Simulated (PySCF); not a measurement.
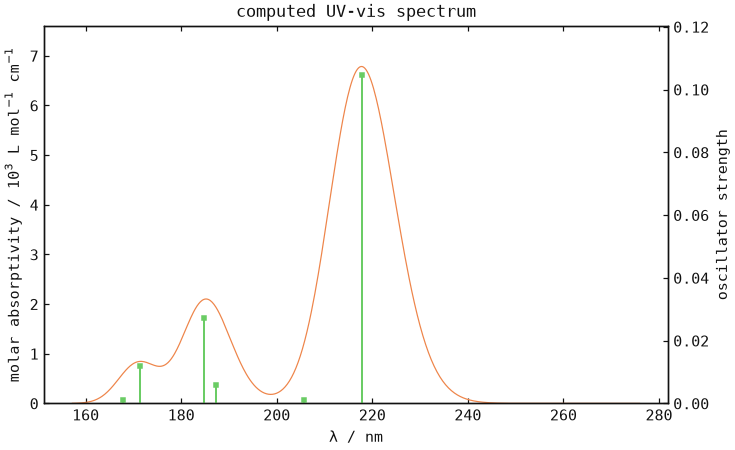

Vertical TDDFT excitations, CAM-B3LYP/def2-SVPD (IEF-PCM dimethylsulfoxide) in PySCF 2.14.0, at a PBE0-D3(BJ)/def2-SVP geometry (no frequency check). The lowest 6 singlet states are shown; each is broadened by a Gaussian of 1/e half-width 0.25 eV. Sticks give oscillator strengths (right axis).

Whose absorption spectrum is this?
A. C₃H₅GeNO₂, SMILES [GeH3][O]c1cnoc1, singlet
B. C₃H₅Cl (1-chloro-1-propene(Z)), SMILES C/C=C\Cl

A. Its lowest singlet lies at 5.69 eV (f = 0.105) and the brightest of those computed is S1 at 5.69 eV (218 nm), f = 0.105, mainly HOMO → LUMO (97 %).

Known limits of this run: one conformer of a flexible molecule; core orbitals are frozen in the response.
